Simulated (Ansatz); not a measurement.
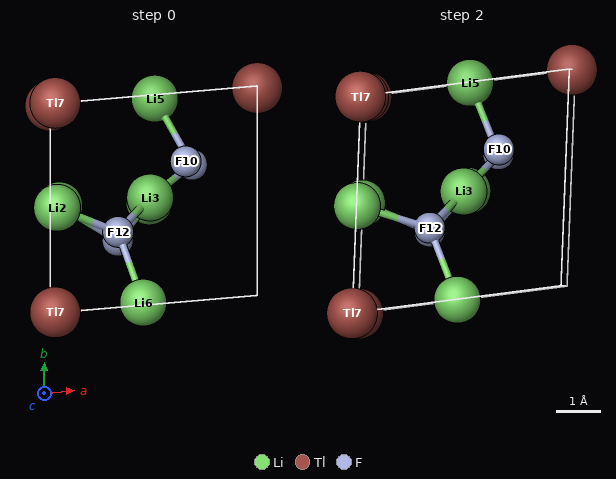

The structure of a crystal of Li₃TlF₂ (a generated structure, set up in P1) (coarse preliminary run) before (left) and after (right) a relaxation, at one scale.

A ball-and-stick model of the cell of the calculation, reduced to other axes, seen along the c axis. Lengths and directions refer to the drawn axes.

All numbers below come from Ansatz 0.2.0, DFT PBE, scalar-relativistic, plane waves, PAW. Set-up: plane-wave cutoff 420 eV; k-point mesh 6 × 6 × 4; occupations gaussian; smearing width 0.2 eV; no spin polarisation; cell and atoms relaxed; force threshold 0.025 eV/Å; at most 60 steps.

> Describe what moved and what it gained.

The run was cut off at its time limit before the relaxation converged, so the last structure is only a point on the way. Over 2 geometry steps the energy falls by 38.7 meV per atom. Largest force component: 1.6 eV/Å at the start, 0.055 eV/Å at the end. Pressure: 0.82 GPa at the start and −0.20 GPa at the end. A Li atom moves most relative to the cell: 0.23 Å along [3 −1 0]. Largest moves by element: Li 0.23 Å, F 0.16 Å, Tl 0.14 Å. The volume changes by +0.1 %, with a 4.837 → 4.888 Å (+1.0 %), b 4.880 → 5.047 Å (+3.4 %), c 9.385 → 9.036 Å (−3.7 %), α 82.2° → 82.7°, β 82.3° → 84.4°, γ 84.1° → 79.7°. Near-neighbour distances that change, for instance: F–Li 2.105 → 1.836 Å, F–Li 2.048 → 1.846 Å, F–Li 1.643 → 1.827 Å, F–Li 1.730 → 1.833 Å. Bond angles that change, for instance: Li–F–Li 129.2° → 120.6°, F–Li–F 178.3° → 171.0°, F–Li–F 166.0° → 172.7°. The space group stays P1 (No. 1).
